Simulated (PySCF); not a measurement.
# C3H9BO2Si2: what the fields show

Input

```
{"job": {"kind": "uv", "xc": "PBE0", "basis": "def2-SVPD", "nstates": 8, "ntriplets": 3}, "charge": 0, "multiplicity": 1}
B     -0.950372    -0.884221    -2.257860
Si    -0.223485    -0.486232    -0.507717
O      1.332066    -0.000649    -0.567716
Si     2.754833     0.659171    -0.132554
C     -0.536514    -1.550113     1.091538
O     -1.347925    -0.530688     1.696380
C     -1.272223     0.486105     0.775124
C     -1.834003     1.677328     0.924338
H     -1.916362    -1.527003    -2.387410
H     -0.465254    -0.437140    -3.220579
H      2.605060     1.334149     1.153422
H      3.690896    -0.462121    -0.060057
H      3.073122     1.591287    -1.212287
H     -1.120139    -2.468439     1.000999
H      0.330014    -1.750940     1.726197
H     -2.386094     1.938919     1.811782
H     -1.740616     2.422620     0.156489
```

Run with:

```sh
OMP_NUM_THREADS=1 python probes_run.py task.json out
```

Geometry: GFN2-xTB.

All numbers below come from PBE0/def2-SVPD, SCF density, gas phase in PySCF.

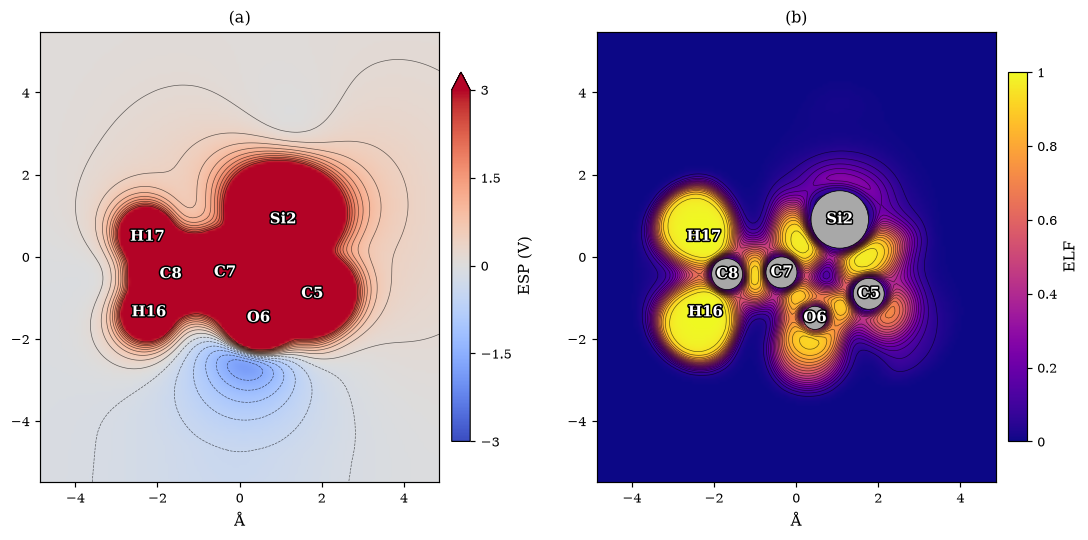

Figure 1. (a) molecular electrostatic potential; (b) electron localisation function on the plane of atoms C5, O6 and C7. Grey discs cover the atomic cores in the ELF map.

What does the map show?

- The plane passes through Si, C, O and H nuclei.
- C–C (1.33 Å): the ELF peaks at about 0.95 between the atoms: a multiple bond.
- C–O (1.37 Å): the ELF peaks at about 0.90 between the atoms, as expected for a polar covalent bond.
- C–Si (1.92 Å): the ELF peaks at about 0.95 between the atoms, as expected for a shared electron pair.
- C–H (1.07 Å): the ELF climbs to about 1 towards the hydrogen, as it does in any bond to H: an ordinary covalent bond to hydrogen.
- C–O (1.44 Å): the ELF peaks at about 0.90 between the atoms; a shared but strongly polarised pair.
- The ELF also peaks beside O6, away from the bonds: lone-pair regions.
- Outside the dense part of the molecule the potential is most negative (−1.8 V) near O6.

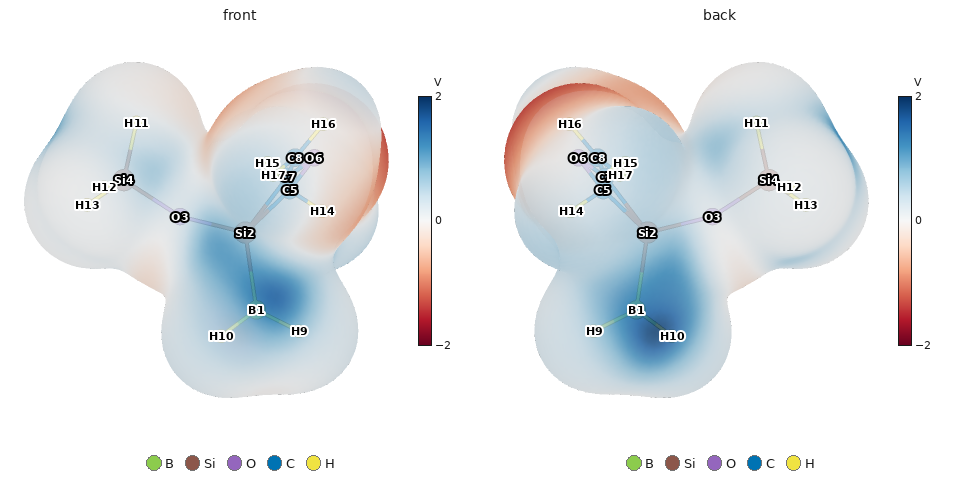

Figure 2. The electrostatic potential painted on the density surface at 0.001 e/bohr³, seen from the front and from behind; red is negative and blue positive.

Where is the surface potential most negative and most positive?

The most negative region (about −1.3 V, or −30 kcal/mol for a unit charge) lies over O6, the most positive (about +1.7 V, or +39 kcal/mol for a unit charge) over B1. O6 is the likeliest acceptor of a hydrogen bond.

How polar is the molecule by this calculation?

Its dipole moment is 2.01 D.
